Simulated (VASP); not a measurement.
Input:

```
CELL_PARAMETERS angstrom
      0.00000     2.24131     2.24131
      2.24131     0.00000     2.24131
      2.24131     2.24131     0.00000
ATOMIC_POSITIONS crystal
  Nb 0.00000 0.00000 0.00000
  C  0.50000 0.50000 0.50000
```

Method: PBE GGA, VASP's PBE PAW potentials (set 64) (plane waves; VASP). Run with 520 eV cut-off, 16×16×16 Γ-centred mesh, tetrahedra with Blöchl corrections, potentials Nb_sv C.

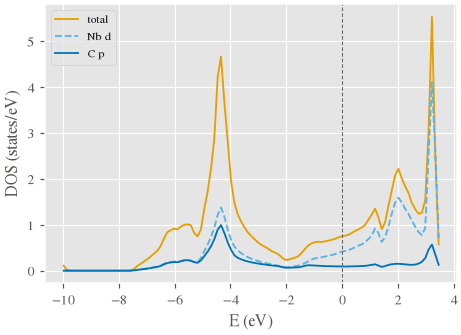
Figure. Total and projected density of states, zero at the Fermi level

Within 2 eV below the Fermi level the largest weight inside VASP's projection spheres is Nb d, then C p.

It has no gap at this level: it comes out as a metal or semimetal.

The compound is NbC in the rock salt structure. It was relaxed first. The electron count is odd and the run is not spin-polarised, which forces a metal.
